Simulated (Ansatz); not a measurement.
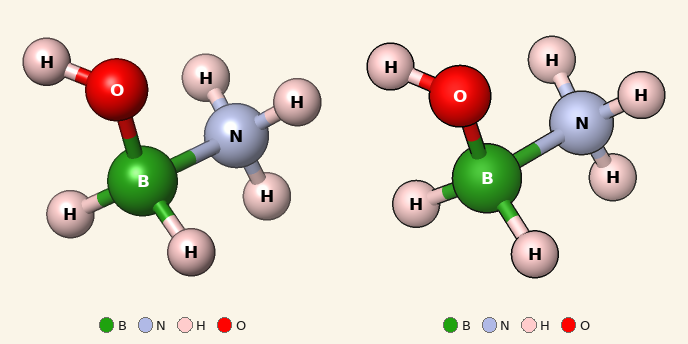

Both panels show the same species.

The computed structure is the end point of a PBE0-D4/def2-TZVP optimisation.

Description:

It has 9 atoms: 1 boron, 6 hydrogen, 1 nitrogen and 1 oxygen (BH₆NO). Coordination: 1 B tetrahedral; 1 N tetrahedral; 1 O bent.

The parts below concern this one geometry. Atoms keep their numbers from picture to picture.

### Geometry

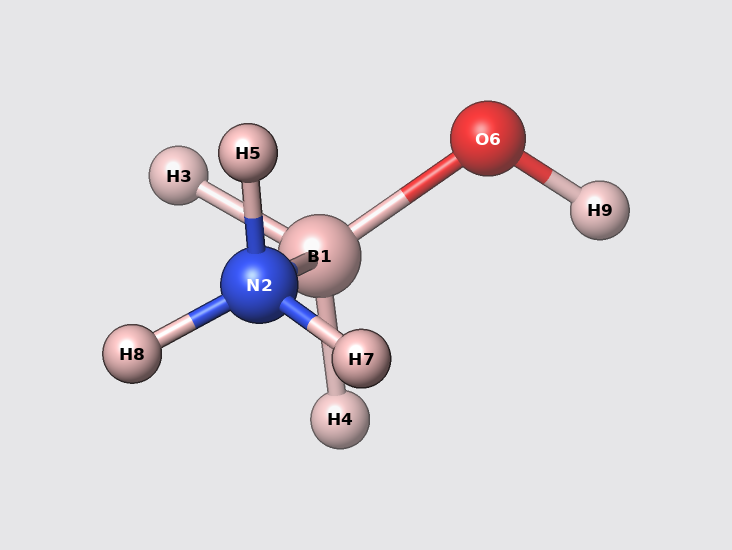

B1 lies behind N2. The molecule seen a little off the N2–B1 bond, N2 in front. Depth is shown by fading: the farther an atom, the more it takes the colour of the background.

> What is the torsion angle H5–N2–B1–O6? The sign is positive where the front bond must turn clockwise to cover the back bond.

54°, synclinal (gauche). The bonds about N2–B1 are staggered.

### Vibrations

Harmonic vibrations computed with RKS PBE0-D4/def2-TZVP (Ansatz 0.2.0) at a stationary point of the same level.

> List the wavenumbers.

21 modes: 180, 258, 349, 572, 627, 804, 879, 1036, 1069, 1136, 1185, 1249, 1294, 1644, 1658, 2414, 2449, 3473, 3591, 3602, 3936 cm⁻¹.

### Electronic properties

Level of theory: RKS PBE0-D4/def2-SVP (Ansatz 0.2.0).

> Give the dispersion correction at this level.

−7.9 kJ/mol.

### Thermal motion

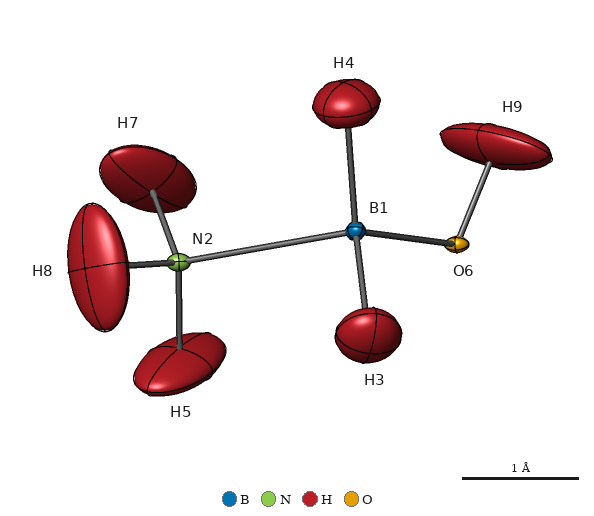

Displacement ellipsoids at the 50 % level, enlarged 1.5 times, from the internal vibrations of the free molecule (harmonic, no overall translation or rotation; no half-axis is drawn under 0.075 Å). Vibrations computed with RKS PBE0-D4/def2-TZVP (Ansatz 0.2.0). Temperature: 200 K.

> Which atom has the largest mean-square displacement?

H9, with U_eq = 0.0290 Å².

> Does H9 move more along its bond or across it?

Across it: the root-mean-square amplitude is 0.069 Å along the bond and up to 0.256 Å across, since bending and torsion are softer than stretching.

List U_eq and the three principal root-mean-square amplitudes for each kind of atom.

| atom | U_eq (Å²) | rms amplitudes (Å) |
| --- | --- | --- |
| B1 | 0.0015 | 0.034, 0.036, 0.044 |
| N2 | 0.00090 | 0.017, 0.021, 0.044 |
| H3 | 0.0133 | 0.086, 0.124, 0.131 |
| H4 | 0.0132 | 0.087, 0.125, 0.129 |
| H5 | 0.0271 | 0.068, 0.142, 0.238 |
| O6 | 0.0011 | 0.021, 0.024, 0.046 |
| H7 | 0.0262 | 0.068, 0.140, 0.233 |
| H8 | 0.0278 | 0.075, 0.142, 0.241 |
| H9 | 0.0290 | 0.069, 0.130, 0.256 |
